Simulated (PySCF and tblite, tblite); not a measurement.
# C₃H₁₀B₂O₂S: a path driven as rotation about a bond, and NMR exchange

Aim: the barrier and rate of rotation about a bond in C₃H₁₀B₂O₂S (`BOBO[C@H](C)SC`), and what it does to NMR lines.

Programs: PySCF 2.14.0 with density-fitted response routines of our own, and tblite 0.8.0. All values are computed, except where a source is named. Atoms count from 0 throughout.

## (1) The starting structure

18 atoms, charge 0, multiplicity 1; geometry from: force field or distance geometry start.

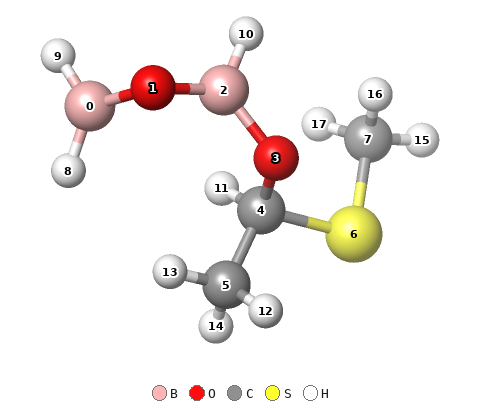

The starting geometry (boron pink, oxygen red, carbon grey, sulfur yellow, hydrogen white), atoms numbered.

## (2) GFN2-xTB relaxation, start minimum

Job settings and geometry (Å):

```
{"job": {"xc": "GFN2-xTB", "basis": "xTB", "kind": "relax"}, "charge": 0, "multiplicity": 1}
B      2.654900    -0.188000     1.185700
O      2.592900     0.711400     0.017900
B      1.219200     1.160600    -0.061100
O      0.288700     0.569900    -1.058800
C     -0.495400    -0.463500    -0.456500
C     -0.083200    -1.805500    -1.059400
S     -2.250400    -0.163400    -0.877900
C     -2.428300     1.308200     0.190700
H      2.502500    -1.352500     1.050500
H      2.913100     0.244200     2.258100
H      0.868800     2.128100     0.526900
H     -0.423600    -0.548400     0.651800
H     -0.212800    -1.795800    -2.150100
H      0.992300    -2.008900    -0.829500
H     -0.697900    -2.612900    -0.622400
H     -3.490400     1.649900     0.157100
H     -1.776500     2.124200    -0.172500
H     -2.182600     1.048700     1.237800
```

The run is started by

```
$ OMP_NUM_THREADS=1 python ens_run.py task.json out
```

The driver reads the study from task.json and runs its stages one after another.

Standard output:

```text
step      E/eV     max force
  0    -691.57097    4.358
  1    -692.10538    2.919
  2    -692.39838    1.983
  3    -692.45694    0.795
  4    -692.49172    0.565
  5    -692.51339    0.667
  6    -692.56150    0.754
  7    -692.62556    0.747
  8    -692.69867    0.809
  9    -692.76868    1.115
 10    -692.86296    1.374
 11    -692.96934    1.303
 12    -693.10890    0.970
 13    -693.15475    0.757
 14    -693.20186    0.815
 15    -693.24381    0.531
 16    -693.32970    0.490
 17    -693.38546    0.565
 18    -693.45838    0.629
 19    -693.53518    0.819
 20    -693.61816    0.815
 21    -693.67856    0.656
 22    -693.72826    0.483
 23    -693.75606    0.384
 24    -693.78225    0.372
 25    -693.80084    0.334
 26    -693.82819    0.269
 27    -693.84170    0.270
 28    -693.85861    0.246
 29    -693.86820    0.215
 30    -693.87623    0.186
 31    -693.88326    0.223
 32    -693.89041    0.188
 33    -693.89699    0.174
 34    -693.90277    0.140
 35    -693.90723    0.139
 36    -693.91084    0.155
 37    -693.91465    0.160
 38    -693.91954    0.161
 39    -693.92496    0.217
 40    -693.92993    0.244
 41    -693.93427    0.200
 42    -693.93819    0.140
 43    -693.94229    0.160
 44    -693.94638    0.137
 45    -693.94918    0.121
 46    -693.95078    0.107
 47    -693.95175    0.077
 48    -693.95264    0.065
 49    -693.95336    0.043
 50    -693.95386    0.044
 51    -693.95431    0.047
 52    -693.95468    0.040
 53    -693.95504    0.049
 54    -693.95546    0.054
 55    -693.95594    0.042
 56    -693.95636    0.041
 57    -693.95659    0.030
 58    -693.95670    0.023
 59    -693.95678    0.021
 60    -693.95686    0.021
 61    -693.95695    0.019
 62    -693.95703    0.021
 63    -693.95713    0.025
 64    -693.95725    0.031
 65    -693.95741    0.040
 66    -693.95762    0.046
 67    -693.95787    0.052
 68    -693.95810    0.040
 69    -693.95828    0.032
 70    -693.95842    0.031
 71    -693.95854    0.035
 72    -693.95865    0.028
 73    -693.95873    0.018
 74    -693.95878    0.013
 75    -693.95880    0.014
 76    -693.95883    0.017
 77    -693.95889    0.021
 78    -693.95898    0.027
 79    -693.95910    0.028
 80    -693.95924    0.027
 81    -693.95941    0.029
 82    -693.95964    0.041
 83    -693.95996    0.052
 84    -693.96031    0.048
 85    -693.96058    0.038
 86    -693.96071    0.025
 87    -693.96078    0.015
 88    -693.96082    0.015
 89    -693.96085    0.010
 90    -693.96086    0.008
 91    -693.96087    0.007
 92    -693.96088    0.007
 93    -693.96089    0.007
 94    -693.96090    0.010
 95    -693.96091    0.010
 96    -693.96093    0.011
 97    -693.96096    0.012
 98    -693.96098    0.015
 99    -693.96101    0.017
100    -693.96105    0.018
101    -693.96110    0.022
102    -693.96116    0.022
103    -693.96121    0.016
104    -693.96125    0.015
105    -693.96129    0.016
106    -693.96134    0.020
107    -693.96137    0.019
108    -693.96140    0.012
109    -693.96141    0.009
110    -693.96143    0.010
111    -693.96145    0.010
112    -693.96146    0.010
113    -693.96148    0.011
114    -693.96150    0.011
115    -693.96152    0.012
116    -693.96154    0.011
117    -693.96156    0.011
118    -693.96158    0.010
119    -693.96160    0.010
120    -693.96161    0.007
121    -693.96162    0.008
122    -693.96163    0.007
123    -693.96164    0.011
124    -693.96165    0.012
125    -693.96167    0.011
126    -693.96168    0.013
127    -693.96170    0.012
128    -693.96172    0.012
129    -693.96175    0.017
130    -693.96181    0.019
131    -693.96187    0.021
132    -693.96194    0.023
133    -693.96202    0.023
134    -693.96212    0.027
135    -693.96223    0.030
136    -693.96233    0.026
137    -693.96240    0.017
138    -693.96245    0.014
139    -693.96249    0.014
140    -693.96253    0.016
141    -693.96259    0.019
142    -693.96264    0.018
143    -693.96271    0.018
144    -693.96277    0.015
145    -693.96282    0.015
146    -693.96285    0.013
147    -693.96287    0.010
148    -693.96289    0.009
149    -693.96291    0.011
150    -693.96292    0.013
151    -693.96294    0.011
152    -693.96296    0.012
153    -693.96298    0.015
154    -693.96302    0.024
155    -693.96307    0.027
156    -693.96314    0.022
157    -693.96325    0.032
158    -693.96346    0.045
159    -693.96381    0.127
160    -693.96041    0.234
161    -693.96474    0.129
162    -693.96498    0.328
163    -693.96699    0.126
164    -693.96820    0.204
165    -693.97031    0.107
166    -693.97305    0.069
167    -693.97509    0.137
168    -693.97767    0.072
169    -693.98001    0.096
170    -693.98204    0.115
171    -693.98383    0.091
172    -693.98483    0.181
173    -693.98617    0.148
174    -693.98709    0.084
175    -693.98776    0.081
176    -693.98871    0.086
177    -693.98934    0.049
178    -693.99002    0.049
179    -693.99082    0.058
180    -693.99142    0.058
181    -693.99183    0.041
182    -693.99221    0.046
183    -693.99259    0.060
184    -693.99295    0.058
185    -693.99324    0.045
186    -693.99346    0.043
187    -693.99366    0.032
188    -693.99384    0.035
189    -693.99400    0.029
190    -693.99413    0.022
191    -693.99424    0.038
192    -693.99435    0.046
193    -693.99446    0.036
194    -693.99458    0.025
195    -693.99472    0.023
196    -693.99486    0.022
197    -693.99499    0.027
198    -693.99509    0.020
199    -693.99518    0.022
200    -693.99526    0.028
201    -693.99534    0.025
202    -693.99540    0.026
203    -693.99546    0.018
204    -693.99552    0.019
205    -693.99556    0.019
206    -693.99560    0.014
207    -693.99563    0.015
208    -693.99566    0.018
209    -693.99570    0.022
210    -693.99573    0.015
211    -693.99575    0.012
212    -693.99578    0.010
213    -693.99580    0.010
214    -693.99581    0.011
215    -693.99583    0.006
216    -693.99583    0.007
217    -693.99584    0.008
218    -693.99585    0.007
219    -693.99585    0.005
220    -693.99586    0.005
221    -693.99586    0.005
222    -693.99586    0.006
223    -693.99587    0.008
224    -693.99588    0.005
225    -693.99588    0.006
226    -693.99589    0.006
227    -693.99589    0.006
228    -693.99590    0.005
229    -693.99590    0.004
230    -693.99590    0.005
231    -693.99590    0.004
232    -693.99591    0.005
233    -693.99591    0.006
234    -693.99592    0.007
235    -693.99592    0.006
236    -693.99593    0.004
237    -693.99593    0.004
238    -693.99593    0.005
239    -693.99594    0.006
240    -693.99594    0.005
241    -693.99595    0.004
242    -693.99595    0.003
```

Run time: 6.6 s. Hardware: 1 thread of Intel Xeon at 2.50GHz, shared host.

Relaxing gained 2.425 eV and moved the atoms by 1.08 Å on average (rms).

## (3) Relaxed scan, rotation

Job settings and geometry (Å):

```
{"job": {"xc": "GFN2-xTB", "basis": "xTB", "coordinate": [["t", [8, 0, 1, 2], 0.5], ["t", [9, 0, 1, 2], 0.5]], "kind": "drive"}, "charge": 0, "multiplicity": 1}
B      1.857470     0.470561     1.913425
O      1.647516     0.793389     0.670707
B      1.330133     1.036130    -0.586780
O      0.407361     0.319988    -1.272979
C     -0.354003    -0.718957    -0.733698
C     -0.372458    -1.907404    -1.680437
S     -2.086376    -0.140009    -0.488176
C     -1.800763     1.113251     0.790596
H      2.678757    -0.336564     2.175668
H      1.225959     0.993425     2.765529
H      1.852095     1.897839    -1.190227
H      0.013436    -1.009530     0.260818
H     -0.752085    -1.591613    -2.648738
H      0.636772    -2.293942    -1.805177
H     -1.015148    -2.687469    -1.281938
H     -2.767003     1.553014     1.014897
H     -1.123696     1.872168     0.406262
H     -1.386726     0.642040     1.678591
```

Standard output:

```text
point  coordinate     E/eV
  0     23.500     -693.99338
  1     38.500     -693.99396
  2     53.500     -693.99354
  3     68.500     -693.99367
  4     83.500     -693.99276
  5     98.500     -693.99220
  6    113.500     -693.98403
  7    128.500     -693.98885
  8    143.500     -693.98756
  9    158.500     -693.99159
 10    173.600     -693.97136
 11    188.600     -693.98920
```

Run time: 21 s. Hardware: 1 thread of Intel Xeon at 2.50GHz, shared host.

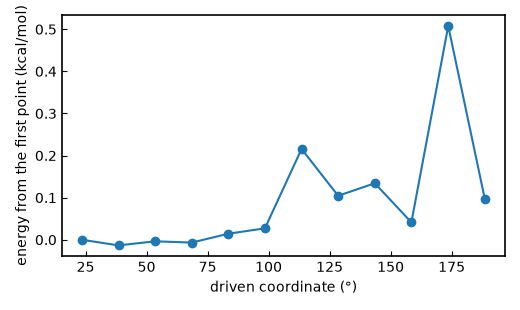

Energy along the scan.

## (4) Barriers, rates and exchange

Job settings and geometry (Å):

```
{"job": {"smiles": "BOBOC(C)SC", "charge": 0, "mult": 1, "motion": "rotation", "what": "boronate", "atoms": [0, 1], "drives": [{"terms": [["t", [8, 0, 1, 2], 0.5], ["t", [9, 0, 1, 2], 0.5]], "by": 180, "n": 12}], "study": "path", "level": {"kind": "nmr", "xc": "B3LYP", "basis": "pcSseg-1"}, "fields": [250, 270, 300], "first": 1, "seed": 862, "kind": "path"}, "charge": 0, "multiplicity": 1}
B      1.857470     0.470561     1.913425
O      1.647516     0.793389     0.670707
B      1.330133     1.036130    -0.586780
O      0.407361     0.319988    -1.272979
C     -0.354003    -0.718957    -0.733698
C     -0.372458    -1.907404    -1.680437
S     -2.086376    -0.140009    -0.488176
C     -1.800763     1.113251     0.790596
H      2.678757    -0.336564     2.175668
H      1.225959     0.993425     2.765529
H      1.852095     1.897839    -1.190227
H      0.013436    -1.009530     0.260818
H     -0.752085    -1.591613    -2.648738
H      0.636772    -2.293942    -1.805177
H     -1.015148    -2.687469    -1.281938
H     -2.767003     1.553014     1.014897
H     -1.123696     1.872168     0.406262
H     -1.386726     0.642040     1.678591
```

Standard output:

```text
stationary points (kcal/mol above the start)
  n  kind          group   xTB      DFT    lowest mode

the driven structure fell back to the start
```

Wall time 61 s (1 thread of Intel Xeon at 2.50GHz, shared host); peak memory 0.18 GiB. This counts the whole study up to here.

The study is incomplete (the driven structure fell back to the start), so no barrier is given.

## (5) What came out

| quantity | value |
| --- | --- |
| stages that failed or stayed incomplete | 1 |

A part of the study did not end soundly; only values from sound steps are given.
